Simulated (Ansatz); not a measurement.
**SiHCl (SMILES [SiH]Cl): HSE06/cc-pVTZ**

Aim: the vertical singlet–triplet gap of SiHCl at HSE06/cc-pVTZ, from 2 runs. 

The calculation is run with Ansatz 0.2.0.

59 further runs of the same task are left out: 59 set aside as unsound or not needed.

**1. Starting point**

SiHCl has 3 atoms, charge 0, and is taken as a singlet. As SMILES, `[SiH]Cl`. Geometry: relaxed at PBE0-D4/def2-TZVP.

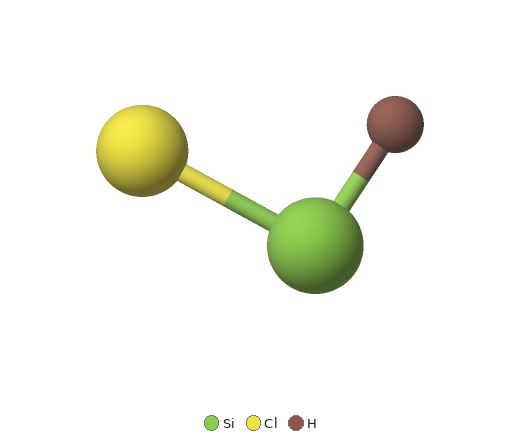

Viewed from a chosen angle; silicon green, chlorine yellow, hydrogen brown.

**2. The energy at HSE06/cc-pVTZ**

in.yaml

```yaml
crystal:
  periodic: [false, false, false]
  atoms:
    - symbol: Si
      position_ang: [-0.548300, 0.570970, -0.233910]
    - symbol: Cl
      position_ang: [1.275420, 0.352820, 0.736230]
    - symbol: H
      position_ang: [-0.727130, -0.923790, -0.502320]
basis:
  gaussian:
    orbitals: cc-pVTZ
hamiltonian:
  xc: {name: HSE06}
accuracy: high
output: {orbitals: {seedname: orbitals}}
```

Launch:

```console
$ ansatz run in.yaml --threads 1 --pin off --max-ram 3480MiB --events-out events.jsonl --progress --plain --runs-dir runs
```

Output:

```text
Warning: RAYON_NUM_THREADS=1 ignored (pool sized by the plan → 1); use --threads N
Functional definition: HSE06
  name "HSE06"
  parameter a = 0.25
  parameter omega = 0.11/bohr
  exchange = pbe_x - a*pbe_x_sr(omega) + a*exact_x_sr(omega)
  correlation = pbe_c
1263 factors; integrals over basis functions are off by at most 3.9e-9 eV
78 factors; integrals over basis functions are off by at most 8.8e-10 eV
mean field evaluation 1: about -20408.7154 eV, gradient 1.2e1 eV
mean field evaluation 2: about -20408.8021 eV, gradient 1.2e1 eV
mean field evaluation 4: about -20409.1570 eV, gradient 7.4e-1 eV
mean field evaluation 8: about -20409.1572 eV, gradient 2.3e-2 eV
mean field evaluation 16: about -20409.1572 eV, gradient 9.0e-7 eV
mean field -20409.15722935 eV, -750.0226943551 hartree, gradient 1.3e-8 eV, S^2 0.000000; 0 other end points of the search recorded, 0 dependent functions left out
reference -20409.15723171 eV, -750.0226944416 hartree; 16, 16 occupied and 66, 66 virtual orbitals, 1263 factors
Total energy: -20409.15723171 eV, -750.0226944416 hartree
```

Wall time 3.9 s (1 thread of Arm Neoverse V1, shared host); peak memory 0.18 GiB.

**3. The triplet, same level**

run.yaml

```yaml
crystal:
  periodic: [false, false, false]
  atoms:
    - symbol: Si
      position_ang: [-0.548300, 0.570970, -0.233910]
    - symbol: Cl
      position_ang: [1.275420, 0.352820, 0.736230]
    - symbol: H
      position_ang: [-0.727130, -0.923790, -0.502320]
basis:
  gaussian: {orbitals: cc-pVTZ}
magnetization: {spin_polarized: true, initial_magnetization: 2}
hamiltonian: {xc: {name: HSE06}}
accuracy: high
output: {orbitals: {seedname: orbitals}}
```

Launch:

```console
$ ansatz run run.yaml --threads 1 --pin off --max-ram 3480MiB --events-out events.jsonl --progress --plain --runs-dir runs
```

Output:

```text
Warning: RAYON_NUM_THREADS=1 ignored (pool sized by the plan → 1); use --threads N
Functional definition: HSE06
  name "HSE06"
  parameter a = 0.25
  parameter omega = 0.11/bohr
  exchange = pbe_x - a*pbe_x_sr(omega) + a*exact_x_sr(omega)
  correlation = pbe_c
1263 factors; integrals over basis functions are off by at most 3.9e-9 eV
78 factors; integrals over basis functions are off by at most 8.8e-10 eV
mean field evaluation 1: about -20407.0641 eV, gradient 8.1e0 eV
mean field evaluation 2: about -20407.2772 eV, gradient 7.0e0 eV
mean field evaluation 4: about -20407.6277 eV, gradient 8.3e-1 eV
mean field evaluation 8: about -20407.6887 eV, gradient 8.5e-2 eV
mean field evaluation 16: about -20407.6888 eV, gradient 3.0e-4 eV
mean field -20407.68880810 eV, -749.9687308694 hartree, gradient 5.7e-9 eV, S^2 2.004305; 0 other end points of the search recorded, 0 dependent functions left out
reference -20407.68881063 eV, -749.9687309625 hartree; 17, 15 occupied and 65, 67 virtual orbitals, 1263 factors
Total energy: -20407.68881063 eV, -749.9687309625 hartree
```

Wall time 8.4 s (1 thread of Arm Neoverse V1, shared host); peak memory 0.25 GiB.

**4. Outcome**

At HSE06/cc-pVTZ:

| quantity | value |
| --- | --- |
| singlet: total energy | -750.02269 Eh |
| singlet: HOMO energy | -6.60 eV |
| singlet: LUMO energy | -3.36 eV |
| singlet: HOMO–LUMO gap | 3.24 eV |
| triplet: total energy | -749.96873 Eh |
| triplet: HOMO energy (highest over α and β) | -5.17 eV |
| triplet: LUMO energy (lowest over α and β) | -4.82 eV |
| triplet: ⟨S²⟩ | 2.004 |
| vertical energy of the triplet above the singlet | 1.468 eV |

**Reading.** At this shape the triplet lies 1.47 eV (34 kcal/mol) above the singlet.
